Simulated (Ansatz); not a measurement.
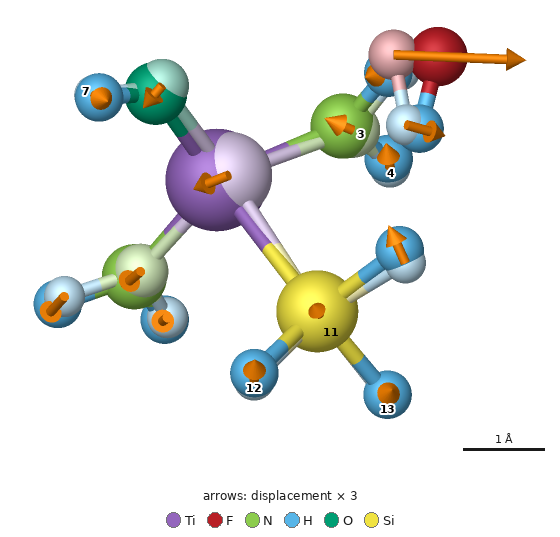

A relaxation of TiSiN2H9OF. The starting structure is drawn faded, the final one solid; orange arrows show the displacements, 3 times their true length. The two geometries are superimposed by the best rigid fit.

Style: ball-and-stick. Shown from a free direction.

The run prepares an end point of a later path (reaction) calculation, from a guessed geometry.

Theory: RKS PBE/def2-SVP (Ansatz 0.2.0). Settings: no spin polarisation; force threshold 0.03 eV/Å; at most 50 steps.

Which element moves most?

Fluorine: up to 0.55 Å, against 0.27 Å for hydrogen.

What did the optimiser do to the structure, and how much energy did it gain?

Over 13 accepted moves (15 points after the start) the energy falls by 0.094 eV. Largest force component: 0.7 eV/Å at the start, 0.025 eV/Å at the end. The line search rejected the trial steps at points 2, 10 of the run. The largest move after the best rigid fit is that of the F atom, 0.55 Å. Largest moves by element: F 0.55 Å, H 0.27 Å, N 0.20 Å, Ti 0.19 Å, O 0.13 Å, Si 0.08 Å. Among the contacts that change: F–Ti 3.034 → 3.592 Å, Si–Ti 2.487 → 2.582 Å, F–H 0.937 → 0.952 Å, N–Ti 1.876 → 1.865 Å. Bond angles that change, for instance: Ti–O–H 129.4° → 137.8°, O–Ti–Si 106.6° → 100.1°, N–Ti–O 120.1° → 114.5°.
